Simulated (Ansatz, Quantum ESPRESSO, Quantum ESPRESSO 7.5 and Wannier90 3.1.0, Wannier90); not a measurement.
**zigzag In chain, bond 2.95 Å, width 1.2 Å: Wannier functions and conductance**

How many channels does the wire offer, and does a small Wannier basis get them right? The wire: zigzag In chain, bond 2.95 Å, width 1.2 Å.

Main program and level: Quantum ESPRESSO 7.5 and Wannier90 3.1.0; plane-wave DFT, PBE, GBRV ultrasoft pseudopotentials (cross-check by Ansatz 0.2.0 with PAW datasets).

## Step 1: The starting structure

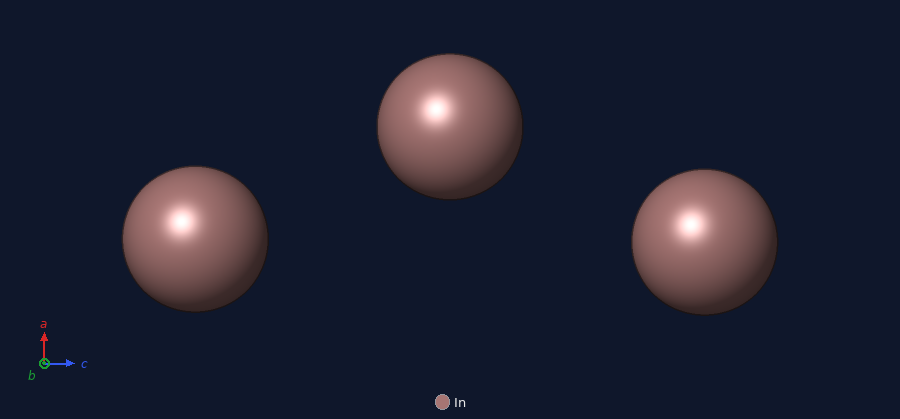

Start, viewed from the side, with the c axis across the page; indium brown. Some periodic images of atoms are drawn too.

The cell holds 2 atoms: 2 In. Its edges and angles: a = 9.000 Å, b = 8.000 Å, c = 5.390 Å, α = 90.0°, β = 90.0°, γ = 90.0°. Vacuum lies along a and b. The structure's axis is c.

## Step 2: Self-consistent run

scf.in

```
&control
  prefix = 'scf'
  outdir = './out'
  pseudo_dir = './pseudo'
  calculation = 'scf'
  tprnfor = .true.
/
&system
  ibrav = 0
  nat = 2
  ntyp = 1
  ecutwfc = 34
  ecutrho = 170
  occupations = 'smearing'
  smearing = 'mv'
  degauss = 0.005
/
&electrons
  conv_thr = 1e-07
  mixing_beta = 0.4
  electron_maxstep = 120
  mixing_mode = 'local-TF'
/
ATOMIC_SPECIES
  In  114.8180  in_pbe_v1.4.uspp.F.UPF
CELL_PARAMETERS angstrom
  9.00000000000000 0.00000000000000 0.00000000000000
  0.00000000000000 8.00000000000000 0.00000000000000
  0.00000000000000 0.00000000000000 5.38980519128475
ATOMIC_POSITIONS crystal
  In  -0.066666666700 0.000000000000 0.000000000000
  In  0.066666666700 0.000000000000 0.500000000000
K_POINTS automatic
  1 1 12 0 0 0
```

Command:

```sh
> OMP_NUM_THREADS=1 mpirun -n 2 pw.x -nk 1 -in scf.in > scf.out
```

What it wrote:

```text
Program PWSCF v.7.5 starts
[citation notice left out]

     Parallel version (MPI & OpenMP), running on       2 processor cores
     Number of MPI processes:                 2
     Threads/MPI process:                     1

     MPI processes distributed on     1 nodes
[...]
Current dimensions of program PWSCF are:
     Max number of different atomic species (ntypx) = 10
     Max number of k-points (npk) =  40000
     Max angular momentum in pseudopotentials (lmaxx) =  4
     Message from routine setup:
     using ibrav=0 with symmetry is DISCOURAGED, use correct ibrav instead

     R & G space division:  proc/nbgrp/npool/nimage =       2
     Subspace diagonalization in iterative solution of the eigenvalue problem:
     a serial algorithm will be used

     Parallelization info
     --------------------
     sticks:   dense  smooth     PW     G-vecs:    dense   smooth      PW
     Min        1744    1393    384                48993    35077    5129
     Max        1745    1394    385                48994    35078    5130
     Sum        3489    2787    769                97987    70155   10259

     Using Slab Decomposition

     bravais-lattice index     =            0
     lattice parameter (alat)  =      17.0075  a.u.
     unit-cell volume          =    2618.7990 (a.u.)^3
     number of atoms/cell      =            2
     number of atomic types    =            1
     number of electrons       =        26.00
     number of Kohn-Sham states=           17
     kinetic-energy cutoff     =      34.0000  Ry
     charge density cutoff     =     170.0000  Ry
     scf convergence threshold =      1.0E-07
     mixing beta               =       0.4000
     number of iterations used =            8  local-TF  mixing
     Exchange-correlation=  SLA  PW   PBX  PBC
                           (   1   4   3   4   0   0   0)

     celldm(1)=  17.007535  celldm(2)=   0.000000  celldm(3)=   0.000000
     celldm(4)=   0.000000  celldm(5)=   0.000000  celldm(6)=   0.000000

     crystal axes: (cart. coord. in units of alat)
               a(1) = (   1.000000   0.000000   0.000000 )
               a(2) = (   0.000000   0.888889   0.000000 )
               a(3) = (   0.000000   0.000000   0.598867 )

     reciprocal axes: (cart. coord. in units 2 pi/alat)
               b(1) = (  1.000000  0.000000  0.000000 )
               b(2) = (  0.000000  1.125000  0.000000 )
               b(3) = (  0.000000  0.000000  1.669819 )

     PseudoPot. # 1 for In read from file:
     ./pseudo/in_pbe_v1.4.uspp.F.UPF
     Pseudo is Ultrasoft + core correction, Zval = 13.0
     Generated by new atomic code, or converted to UPF format
     Using radial grid of  889 points,  6 beta functions with:
                l(1) =   0
                l(2) =   0
                l(3) =   1
                l(4) =   1
                l(5) =   2
                l(6) =   2
     Q(r) pseudized with  6 coefficients,  rinner =    1.400   1.400   1.400
                                                       1.400   1.400

     atomic species   valence    mass     pseudopotential
     In               13.00   114.81800     In( 1.00)

      8 Sym. Ops., with inversion, found ( 4 have fractional translation)

   Cartesian axes

     site n.     atom                  positions (alat units)
         1        In     tau(   1) = (  -0.0666667   0.0000000   0.0000000  )
         2        In     tau(   2) = (   0.0666667   0.0000000   0.2994336  )

     number of k points=     7  Marzari-Vanderbilt smearing, width (Ry)=  0.0050
                       cart. coord. in units 2pi/alat
        k(    1) = (   0.0000000   0.0000000   0.0000000), wk =   0.1666667
        k(    2) = (   0.0000000   0.0000000   0.1391516), wk =   0.3333333
        k(    3) = (   0.0000000   0.0000000   0.2783032), wk =   0.3333333
        k(    4) = (   0.0000000   0.0000000   0.4174548), wk =   0.3333333
        k(    5) = (   0.0000000   0.0000000   0.5566064), wk =   0.3333333
        k(    6) = (   0.0000000   0.0000000   0.6957580), wk =   0.3333333
        k(    7) = (   0.0000000   0.0000000  -0.8349096), wk =   0.1666667

     Dense  grid:    97987 G-vectors     FFT dimensions: (  72,  64,  48)

     Smooth grid:    70155 G-vectors     FFT dimensions: (  64,  60,  40)

     Estimated max dynamical RAM per process >     182.83 MB

     Estimated total dynamical RAM >     365.67 MB

     Check: negative core charge=   -0.000001

     Initial potential from superposition of free atoms

     starting charge      23.0000, renormalised to      26.0000

     negative rho (up, down):  3.631E-03 0.000E+00
     Starting wfcs are   18 randomized atomic wfcs

     total cpu time spent up to now is        0.7 secs

     per-process dynamical memory:    39.1 Mb

     Self-consistent Calculation

     iteration #  1     ecut=    34.00 Ry     beta= 0.40
     Davidson diagonalization with overlap
     ethr =  1.00E-02,  avg # of iterations =  8.0

     negative rho (up, down):  8.158E-02 0.000E+00

     total cpu time spent up to now is        2.3 secs

     total energy              =    -267.41137935 Ry
     estimated scf accuracy    <      11.32392676 Ry

     iteration #  2     ecut=    34.00 Ry     beta= 0.40
[...]
negative rho (up, down):  1.054E-01 0.000E+00

[...]
total energy              =    -266.32525928 Ry
     estimated scf accuracy    <       3.65616181 Ry

     iteration #  3     ecut=    34.00 Ry     beta= 0.40
[...]
negative rho (up, down):  1.102E-01 0.000E+00

[...]
total energy              =    -266.77300130 Ry
     estimated scf accuracy    <       0.26571714 Ry

     iteration #  4     ecut=    34.00 Ry     beta= 0.40
[...]
negative rho (up, down):  8.849E-02 0.000E+00

[...]
total energy              =    -266.78503720 Ry
     estimated scf accuracy    <       0.05743984 Ry

     iteration #  5     ecut=    34.00 Ry     beta= 0.40
[...]
negative rho (up, down):  6.917E-02 0.000E+00

[...]
total energy              =    -266.79112697 Ry
     estimated scf accuracy    <       0.00422895 Ry

     iteration #  6     ecut=    34.00 Ry     beta= 0.40
[...]
negative rho (up, down):  2.003E-02 0.000E+00

[...]
total energy              =    -266.78856226 Ry
     estimated scf accuracy    <       0.00226320 Ry

     iteration #  7     ecut=    34.00 Ry     beta= 0.40
[...]
negative rho (up, down):  1.571E-02 0.000E+00

[...]
total energy              =    -266.78870359 Ry
     estimated scf accuracy    <       0.00023881 Ry

     iteration #  8     ecut=    34.00 Ry     beta= 0.40
[...]
negative rho (up, down):  8.618E-03 0.000E+00

[...]
total energy              =    -266.78860261 Ry
     estimated scf accuracy    <       0.00024349 Ry

     iteration #  9     ecut=    34.00 Ry     beta= 0.40
[...]
negative rho (up, down):  3.603E-03 0.000E+00

[...]
total energy              =    -266.78848302 Ry
     estimated scf accuracy    <       0.00014581 Ry

     iteration # 10     ecut=    34.00 Ry     beta= 0.40
[...]
negative rho (up, down):  3.004E-03 0.000E+00

[...]
total energy              =    -266.78851238 Ry
     estimated scf accuracy    <       0.00000308 Ry

     iteration # 11     ecut=    34.00 Ry     beta= 0.40
[...]
negative rho (up, down):  2.280E-03 0.000E+00

[...]
total energy              =    -266.78851320 Ry
     estimated scf accuracy    <       0.00000150 Ry

     iteration # 12     ecut=    34.00 Ry     beta= 0.40
[...]
negative rho (up, down):  2.243E-03 0.000E+00

[...]
End of self-consistent calculation

          k = 0.0000 0.0000 0.0000 (  8773 PWs)   bands (ev):

   -16.4834 -16.3913 -16.3549 -16.3547 -16.3402 -16.3356 -16.2660 -16.1538
   -16.1363 -16.0868  -7.8871  -3.9000  -1.9942  -1.6983  -0.4209   0.2228
     1.3021

          k = 0.0000 0.0000 0.1392 (  8759 PWs)   bands (ev):

   -16.4847 -16.3921 -16.3678 -16.3559 -16.3379 -16.3309 -16.2801 -16.1394
   -16.1353 -16.0770  -7.8510  -4.0635  -2.0568  -1.6604  -0.0874   0.2237
     1.2822

          k = 0.0000 0.0000 0.2783 (  8765 PWs)   bands (ev):

   -16.4884 -16.3953 -16.3933 -16.3588 -16.3375 -16.3183 -16.3054 -16.1486
   -16.0975 -16.0534  -7.7423  -4.4862  -2.0822  -1.5474   0.1914   0.6796
     1.2095

          k = 0.0000 0.0000 0.4175 (  8741 PWs)   bands (ev):

   -16.4938 -16.4267 -16.3933 -16.3634 -16.3395 -16.3264 -16.3001 -16.1632
   -16.0577 -16.0260  -7.5606  -5.0275  -1.9813  -1.3610   0.0221   0.9018
     1.1617

          k = 0.0000 0.0000 0.5566 (  8737 PWs)   bands (ev):

   -16.4984 -16.4557 -16.3912 -16.3692 -16.3424 -16.3395 -16.2781 -16.1824
   -16.0237 -16.0031  -7.3053  -5.5851  -1.7751  -1.1044  -0.3190   0.4696
     1.2733

          k = 0.0000 0.0000 0.6958 (  8761 PWs)   bands (ev):

   -16.4991 -16.4784 -16.3873 -16.3755 -16.3457 -16.3453 -16.2540 -16.2048
   -15.9997 -15.9895  -6.9766  -6.1089  -1.4862  -0.7825  -0.7301   0.0217
     1.5295

[...]
the Fermi energy is    -1.6111 ev

!    total energy              =    -266.78851362 Ry
     estimated scf accuracy    <       0.00000003 Ry
     smearing contrib. (-TS)   =       0.00013574 Ry
     internal energy E=F+TS    =    -266.78864936 Ry

     The total energy is F=E-TS. E is the sum of the following terms:
     one-electron contribution =    -310.23163418 Ry
     hartree contribution      =     165.58485559 Ry
     xc contribution           =     -75.27295208 Ry
     ewald contribution        =     -46.86891870 Ry

     convergence has been achieved in  12 iterations

     negative rho (up, down):  2.243E-03 0.000E+00

     Forces acting on atoms (cartesian axes, Ry/au):

     atom    1 type  1   force =     0.00792906    0.00000000    0.00000000
     atom    2 type  1   force =    -0.00792906    0.00000000    0.00000000

     Total force =     0.011213     Total SCF correction =     0.000289

[...]
=------------------------------------------------------------------------------=
   JOB DONE.
=------------------------------------------------------------------------------=
```

The job ended after 17 s (2 MPI ranks of Arm Neoverse V1, shared host; peak memory 0.44 GiB).

Numbers from this step:

| Item | Value |
| --- | --- |
| free energy | -3629.8426 eV |
| Fermi energy | -1.611 eV |

The program's own clock; routines nest. Time by routine:

```csv
routine,wall time (s),calls
PWSCF,16.39,1
electrons,15.4,1
c_bands,7.53,12
cegterg,7.24,84
h_psi,5.81,400
fftw,5.57,9392
vloc_psi,5.18,400
sum_band,3.27,12
mix_rho,2.18,12
newd,2.1,13
ffts,1.18,1366
init_run,0.59,1
v_of_rho,0.49,13
calbec,0.45,512
```

The run needed 12 iterations to bring the estimated error under 1e-07 Ry; the largest force on any atom, held or free, is 0.20 eV/Å.

## Step 3: Full uniform mesh without symmetry

Wannier90 needs the states on a whole uniform mesh, listed point by point, without symmetry.

nscf.in, as its differences from the input of step 2:

```diff
@@ -1,7 +1,6 @@
 &control
-  prefix = 'scf'
+  prefix = 'nscf'
   outdir = './out'
   pseudo_dir = './pseudo'
-  calculation = 'scf'
-  tprnfor = .true.
+  calculation = 'nscf'
 /
@@ -16,5 +15,8 @@
   degauss = 0.005
+  nosym = .true.
+  noinv = .true.
+  nbnd = 27
 /
 &electrons
-  conv_thr = 1e-07
+  conv_thr = 1e-09
   mixing_beta = 0.4
@@ -22,2 +24,3 @@
   mixing_mode = 'local-TF'
+  diago_full_acc = .true.
 /
@@ -32,3 +35,9 @@
   In  0.066666666700 0.000000000000 0.500000000000
-K_POINTS automatic
-  1 1 12 0 0 0
+K_POINTS crystal
+6
+  0.0000000000 0.0000000000 0.0000000000 0.1666666667
+  0.0000000000 0.0000000000 0.1666666667 0.1666666667
+  0.0000000000 0.0000000000 0.3333333333 0.1666666667
+  0.0000000000 0.0000000000 0.5000000000 0.1666666667
+  0.0000000000 0.0000000000 0.6666666667 0.1666666667
+  0.0000000000 0.0000000000 0.8333333333 0.1666666667
```

Command:

```sh
> cp -r out/scf.save out/nscf.save
> cp out/scf.xml out/nscf.xml
> OMP_NUM_THREADS=1 mpirun -n 2 pw.x -nk 1 -in nscf.in > nscf.out
```

What it wrote:

```text
[banner, memory and clock lines left out]
Program PWSCF v.7.5 starts
[citation notice left out]

[...]
bravais-lattice index     =            0
     lattice parameter (alat)  =      17.0075  a.u.
     unit-cell volume          =    2618.7990 (a.u.)^3
     number of atoms/cell      =            2
     number of atomic types    =            1
     number of electrons       =        26.00
     number of Kohn-Sham states=           27
     kinetic-energy cutoff     =      34.0000  Ry
     charge density cutoff     =     170.0000  Ry
     Exchange-correlation=  SLA  PW   PBX  PBC
                           (   1   4   3   4   0   0   0)

[...]
PseudoPot. # 1 for In read from file:
     ./pseudo/in_pbe_v1.4.uspp.F.UPF
     Pseudo is Ultrasoft + core correction, Zval = 13.0
     Generated by new atomic code, or converted to UPF format
     Using radial grid of  889 points,  6 beta functions with:
                l(1) =   0
                l(2) =   0
                l(3) =   1
                l(4) =   1
                l(5) =   2
                l(6) =   2
     Q(r) pseudized with  6 coefficients,  rinner =    1.400   1.400   1.400
                                                       1.400   1.400

     atomic species   valence    mass     pseudopotential
     In               13.00   114.81800     In( 1.00)

     No symmetry found

[...]
number of k points=     6  Marzari-Vanderbilt smearing, width (Ry)=  0.0050
[...]
Dense  grid:    97987 G-vectors     FFT dimensions: (  72,  64,  45)

     Smooth grid:    70155 G-vectors     FFT dimensions: (  64,  60,  40)

     Check: negative core charge=   -0.000001

     The potential is recalculated from file :
     ./out/nscf.save/charge-density

     negative rho (up, down):  2.242E-03 0.000E+00
     Starting wfcs are   18 randomized atomic wfcs +    9 random wfcs

     Band Structure Calculation
     Davidson diagonalization with overlap

     ethr =  3.85E-12,  avg # of iterations = 65.3

     End of band structure calculation

          k = 0.0000 0.0000 0.0000 (  8773 PWs)   bands (ev):

   -16.4839 -16.3918 -16.3554 -16.3551 -16.3406 -16.3361 -16.2664 -16.1542
   -16.1367 -16.0872  -7.8880  -3.9006  -1.9951  -1.6991  -0.4217   0.2216
     1.3012   1.5456   2.5457   3.1223   3.4793   3.7370   3.9290   4.0393
     5.2063   5.5424   5.7309

          k = 0.0000 0.0000 0.2783 (  8765 PWs)   bands (ev):

   -16.4889 -16.3957 -16.3938 -16.3593 -16.3380 -16.3188 -16.3058 -16.1491
   -16.0979 -16.0538  -7.7432  -4.4869  -2.0829  -1.5482   0.1903   0.6787
     1.2084   1.2563   2.2061   3.2573   3.5861   3.6224   3.6584   4.1578
     4.8093   5.3109   5.7453

[...]
the Fermi energy is    -1.6541 ev
     (compare with:    -1.6111 eV, computed in scf)

[...]
```

Run time: 12 s. Hardware: 2 MPI ranks; peak memory 0.18 GiB; 23 s of CPU time.

Numbers from this step:

| Quantity | Value |
| --- | --- |
| Fermi energy | -1.654 eV |

The program's own clock; routines nest. Time by routine:

```csv
routine,wall time (s),calls
PWSCF,11.05,1
electrons,10.62,1
c_bands,10.62,1
cegterg,10.31,23
h_psi,7.05,421
vloc_psi,6.31,421
fftw,5.78,9596
h_psi:calbec,0.36,421
calbec,0.36,421
add_vuspsi,0.35,421
s_psi,0.34,421
init_run,0.33,1
cdiaghg,0.3,398
newd,0.16,1
```

[end of part 1 of 5]

[Logs are printed without paths, hosts, clocks, repeated set-up lines and the standing remarks that a program may print on its own settings, such as how far it seeks lower states.]

[Hosts, paths, dates, database ids (printed as entryN), source tags and the programs' standing remarks are cut or masked in the printed files.]

[Maps of the electrostatic potential energy from Ansatz leave out the sawtooth potential of an applied field or a dipole correction, so their vacuum need not be flat; planar profiles and work functions include it.]
